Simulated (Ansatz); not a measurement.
C₂H₁₀O₂Si₂: phonon calculation

C₂H₁₀O₂Si₂, SMILES OCOC[SiH2][SiH3], computed with RKS B3LYP/6-31G* (Ansatz 0.2.0).

It belongs to a series of runs on one base structure; here: vibrations at the highest image of the band. Figures and captions count atoms from 1; the log counts them from 0 in places.

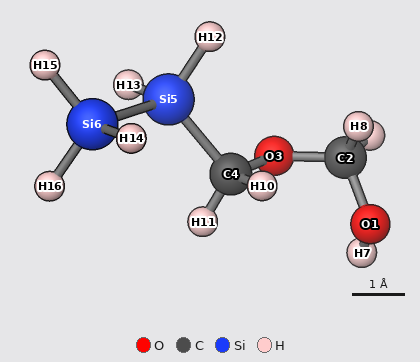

**Figure 1.** The structure (ball-and-stick view, seen at a tilt; atoms are numbered from 1 in the order of the input). Bond lengths as drawn: C–H 1.10 Å, C–O 1.41 to 1.44 Å, C–Si 1.91 Å, H–O 0.97 Å, H–Si 1.49 Å and Si–Si 2.36 Å.

**Input**
```yaml
crystal:
  periodic: [false, false, false]
  atoms:
    - { symbol: O, position_ang: [0.933649, -3.118226, -0.47112] }
    - { symbol: C, position_ang: [1.476438, -1.915857, -0.958369] }
    - { symbol: O, position_ang: [0.503942, -0.968458, -1.32115] }
    - { symbol: C, position_ang: [-0.290172, -0.476357, -0.223647] }
    - { symbol: Si, position_ang: [-0.121474, 1.427423, -0.157188] }
    - { symbol: Si, position_ang: [-1.423514, 2.364067, 1.568653] }
    - { symbol: H, position_ang: [0.390972, -3.497069, -1.182202] }
    - { symbol: H, position_ang: [2.121025, -1.546763, -0.14947] }
    - { symbol: H, position_ang: [2.070685, -2.066814, -1.868509] }
    - { symbol: H, position_ang: [0.026209, -0.936632, 0.720782] }
    - { symbol: H, position_ang: [-1.334046, -0.777308, -0.379961] }
    - { symbol: H, position_ang: [1.314046, 1.768106, 0.056365] }
    - { symbol: H, position_ang: [-0.537019, 2.000464, -1.467576] }
    - { symbol: H, position_ang: [-1.017739, 1.819016, 2.895354] }
    - { symbol: H, position_ang: [-1.266891, 3.844717, 1.609492] }
    - { symbol: H, position_ang: [-2.86891, 2.057092, 1.372745] }
basis:
  gaussian: { orbitals: "6-31G*" }
hamiltonian:
  xc: b3lyp
phonons: {}
```

Run on 2 threads of Arm Neoverse V2, 24 GiB of memory available, shared host.

Run as:
```bash
ansatz run input.yaml --threads 2 --pin off --max-ram 3072MiB --backend cpu --events-out ev --progress --plain --runs-dir out
```

**Output**
```
Engine: ansatz 0.2.0, aarch64-unknown-linux-gnu
Functional definition: B3LYP
  parameter a0 = 0.2
  parameter ax = 0.72
  parameter ac = 0.81
  exchange = (1 - a0 - ax)*slater_x + ax*b88_x + a0*exact_x
  correlation = (1 - ac)*vwn_rpa_c + ac*lyp_c
1299 factors; integrals over basis functions are off by at most 7.6e-4 eV
mean field evaluation 1: about -22080.0987 eV, gradient 5.3e1 eV
mean field evaluation 2: about -22076.1757 eV, gradient 7.0e1 eV
mean field evaluation 4: about -22085.5387 eV, gradient 3.1e0 eV
mean field evaluation 8: about -22085.5765 eV, gradient 4.7e-2 eV
mean field -22085.57654122 eV, -811.6299677484 hartree, gradient 3.6e-5 eV, S^2 0.000000; 0 other end points of the search recorded, 0 dependent functions left out
the calculation of the forces begins
reference -22085.57683326 eV, -811.6299784808 hartree; 33, 33 occupied and 85, 85 virtual orbitals, 1299 factors
these checks for a lower state are left out or cut short: stability, starts, cluster_reference, orbital_swaps, neighbouring_geometries, increment
1299 factors; integrals over basis functions are off by at most 7.6e-4 eV
mean field evaluation 16: about -22085.5562 eV, gradient 1.6e-1 eV
mean field -22085.57646482 eV, -811.6299649407 hartree, gradient 3.0e-6 eV, S^2 0.000000; 0 other end points of the search recorded, 0 dependent functions left out
[... from here on the field's lines of each further geometry are left out, up to the last ...]
the calculation of the forces begins
reference -22085.57682814 eV, -811.6299782926 hartree; 33, 33 occupied and 85, 85 virtual orbitals, 1299 factors
these checks for a lower state are left out or cut short: stability, starts, cluster_reference, orbital_swaps, neighbouring_geometries, increment
1299 factors; integrals over basis functions are off by at most 7.6e-4 eV
mean field -22085.57653314 eV, -811.6299674514 hartree, gradient 1.0e-6 eV, S^2 0.000000; 0 other end points of the search recorded, 0 dependent functions left out
the calculation of the forces begins
reference -22085.57682520 eV, -811.6299781844 hartree; 33, 33 occupied and 85, 85 virtual orbitals, 1299 factors
WARN: phonons: modes at or below zero, which the zero-point energy, F, S and C_V leave out: 1, the lowest at -62.69 cm⁻¹. A minimum has none, and a first-order saddle one
Total energy: -22085.57683326 eV, -811.6299784808 hartree
Atom 0 at     0.933649    -3.118226    -0.471120 Å, force     0.001471     0.003883    -0.001418 eV/Å
Atom 1 at     1.476438    -1.915857    -0.958369 Å, force     0.012287    -0.018791     0.002794 eV/Å
Atom 2 at     0.503942    -0.968458    -1.321150 Å, force    -0.018415     0.006384     0.017991 eV/Å
Atom 3 at    -0.290172    -0.476357    -0.223647 Å, force     0.020155    -0.006685    -0.028573 eV/Å
Atom 4 at    -0.121474     1.427423    -0.157188 Å, force    -0.002748    -0.001497     0.006215 eV/Å
Atom 5 at    -1.423514     2.364067     1.568653 Å, force     0.000609    -0.001987    -0.001058 eV/Å
Atom 6 at     0.390972    -3.497069    -1.182202 Å, force     0.001391     0.001514    -0.003947 eV/Å
Atom 7 at     2.121025    -1.546763    -0.149470 Å, force    -0.005675     0.003390    -0.002190 eV/Å
Atom 8 at     2.070685    -2.066814    -1.868509 Å, force    -0.000579     0.004277    -0.002065 eV/Å
Atom 9 at     0.026209    -0.936632     0.720782 Å, force    -0.002691    -0.001730     0.008943 eV/Å
Atom 10 at    -1.334046    -0.777308    -0.379961 Å, force    -0.005611     0.002899     0.002725 eV/Å
Atom 11 at     1.314046     1.768106     0.056365 Å, force     0.000146     0.002923     0.000151 eV/Å
Atom 12 at    -0.537019     2.000464    -1.467576 Å, force     0.000422    -0.001395     0.000221 eV/Å
Atom 13 at    -1.017739     1.819016     2.895354 Å, force    -0.001053     0.003087     0.001234 eV/Å
Atom 14 at    -1.266891     3.844717     1.609492 Å, force     0.001071     0.002363    -0.001618 eV/Å
Atom 15 at    -2.868910     2.057092     1.372745 Å, force    -0.000780     0.001366     0.000595 eV/Å
Dipole moment:    -0.039830    -0.135081    -0.089821 e Å
Vibrations: -62.69 58.49 78.16 83.99 153.45 214.70 356.21 373.22 410.08 426.32 495.01 509.37 595.69 668.16 714.49 788.66 868.41 893.37 925.06 944.77 948.29 958.56 1048.75 1077.68 1129.90 1259.50 1303.15 1326.31 1401.35 1459.12 1502.22 1543.56 2222.98 2229.07 2233.28 2241.54 2243.45 3032.89 3039.33 3082.01 3085.82 3725.61 cm⁻¹, zero-point energy 3.202014 eV
```

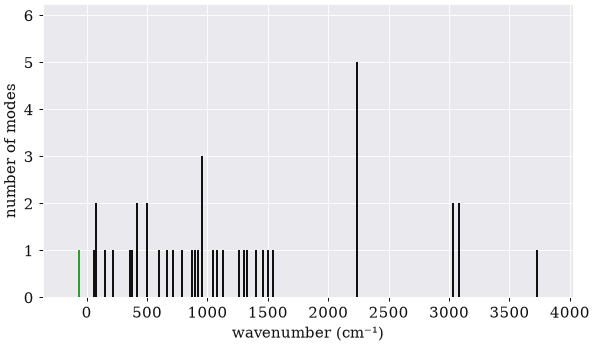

**Figure 2.** Harmonic vibrational wavenumbers from the force constants; neighbouring modes closer than 17 cm⁻¹ are counted in one stick, and imaginary ones are drawn at negative wavenumbers. 42 modes from 63i to 3726 cm⁻¹, 1 imaginary beyond 8i (63i cm⁻¹): not a clean minimum; so soft a mode can be a shallow saddle, an incomplete relaxation or noise of the force constants.

**Key numbers**

- outcome: converged
- total energy: −22085.5768 eV
- mean-field energy: −22085.5768 eV
- largest force (length of the vector): 0.036 eV/Å
- wall time: 4.7 min (CPU time 9.2 min)
- peak memory: 0.3 GiB
